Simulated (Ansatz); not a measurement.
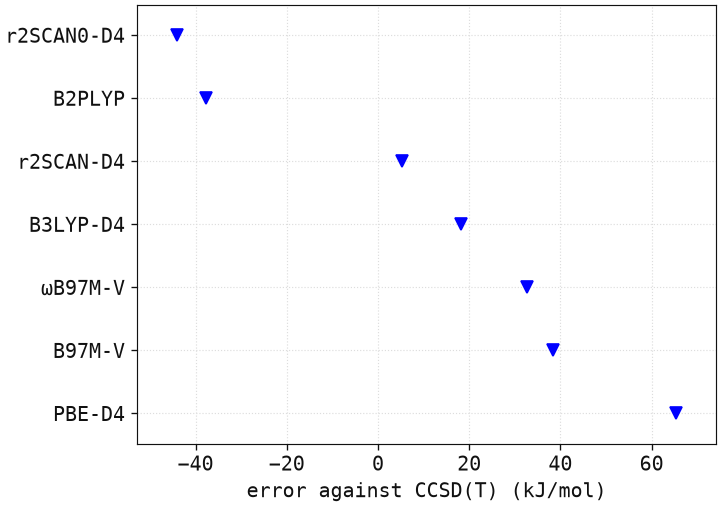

Error in the electronic atomisation energy (method less reference, so positive means overbinding) of CH₆NPSi, SMILES C[Si@@H]1NP1: functionals in def2-TZVPP against frozen-core CCSD(T) at the limit (MP2 extrapolated from triple and quadruple zeta, plus CCSD(T) less MP2 in a smaller set), which gives 3353.5 kJ/mol, at a PBE0-D4/def2-TZVP geometry (a minimum by its frequencies), no zero-point or spin-orbit term, the Ansatz code 0.2.0. The reference leaves out core correlation, a term that grows with the number of heavy atoms. B2PLYP holds a correlation term that converges slowly with the basis, so part of the distance to the limit is basis error. No dispersion term is added to B2PLYP.

Question: Which of these levels overbind, and which underbind?

Answer: Overbind: ωB97M-V, B97M-V and PBE-D4. Underbind: r2SCAN0-D4 and B2PLYP. Within 20 kJ/mol of zero, too close to call in view of what the reference leaves out: r2SCAN-D4 and B3LYP-D4.

Question: What range do the values span?

Answer: From −44.2 kJ/mol (r2SCAN0-D4) to 65.4 kJ/mol (PBE-D4).
